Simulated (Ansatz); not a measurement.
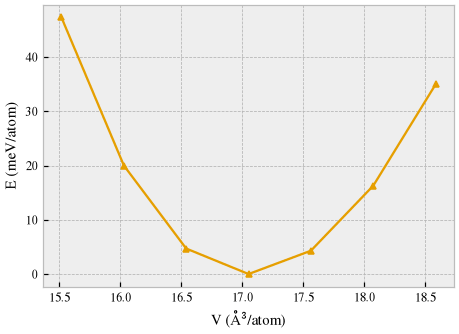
Figure. ScAl$_{3}$ (Cu3Au type, Pm-3m) under volume change, r²SCAN (plane waves, PAW; program Ansatz), scaled uniformly.

What does a third-order Birch–Murnaghan fit give for V₀, B₀ and B′?

V₀ = 17.05 Å³/atom, B₀ = 93.7 GPa, B′ = 4.0.

The r²SCAN relaxation kept the symmetry of its start. No spin polarisation was allowed.

Potentials: the earlier of the program's two PAW sets. The files were generated under PBE; for other functionals the program regenerates the frozen cores, and for LDA and PBEsol the local potential too.
